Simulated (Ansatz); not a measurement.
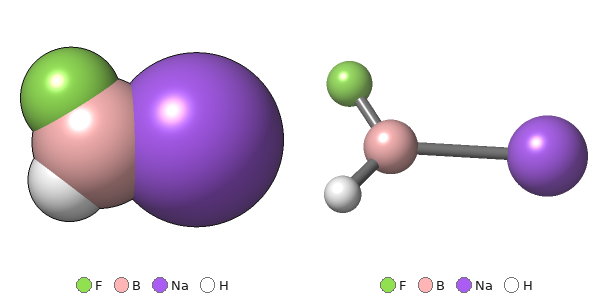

The same structure drawn twice, from different directions.

What does the picture show?

Formula BFHNa. This geometry has Cs symmetry. All atoms lie on one plane. Coordination: 1 B trigonal planar.

More results for the same structure follow; atom numbers are the same in all pictures, views and colours differ. The geometry was computed by an optimisation with PBE0-D4/def2-TZVP. No frequency run is at hand to confirm it as a minimum.

**Geometry**

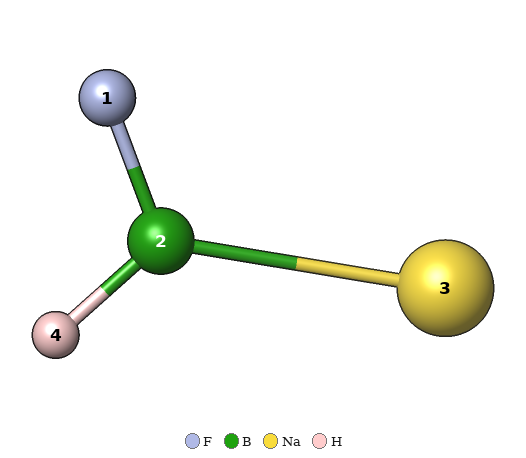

Atoms carry their numbers in the input. No frequency run is at hand to confirm it as a minimum.

List the bonds and their lengths.

| bond | length (Å) |
| --- | --- |
| F1–B2 | 1.339 |
| B2–Na3 | 2.525 |
| B2–H4 | 1.225 |

**Electronic properties**

No frequency run is at hand to confirm it as a minimum. Level of theory: RKS PBE0-D4/def2-TZVPP (Ansatz 0.2.0).

What does the calculation give?

- HOMO energy (Kohn–Sham orbital): −4.51 eV
- LUMO energy (Kohn–Sham orbital): −1.29 eV
- HOMO–LUMO gap: 3.22 eV

**Charges**

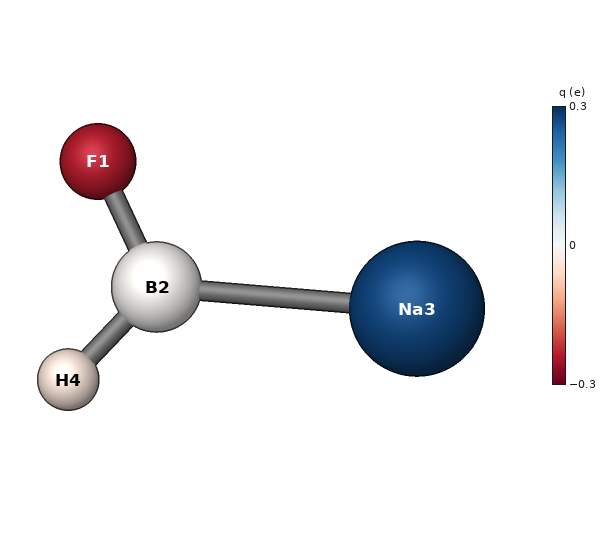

Atoms are coloured by their Mulliken charges. No frequency run is at hand to confirm it as a minimum. Level of theory: RKS PBE0-D4/def2-TZVP (Ansatz 0.2.0).

List the Mulliken charges.

```csv
atom,value (e)
F1,−0.24
B2,−0.01
Na3,0.28
H4,−0.03
```

**Dipole moment**

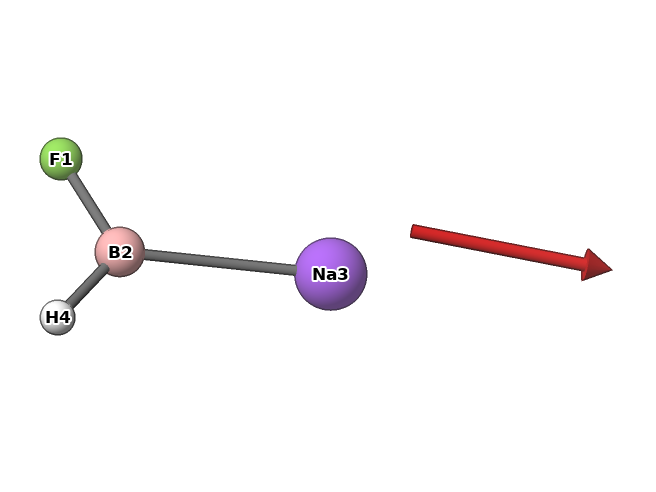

The arrow beside the molecule shows the direction of the dipole moment, from the negative to the positive end (its length means nothing). No frequency run is at hand to confirm it as a minimum. Method: RKS PBE0-D4/def2-TZVP (Ansatz 0.2.0).

Question: Estimate the dipole moment.

Answer: 5.67 D; it points from the side of F1, H4 to the side of Na3 (the outermost atoms at the two ends).

Mulliken values depend strongly on the basis set and can even reverse the polarity of a bond.
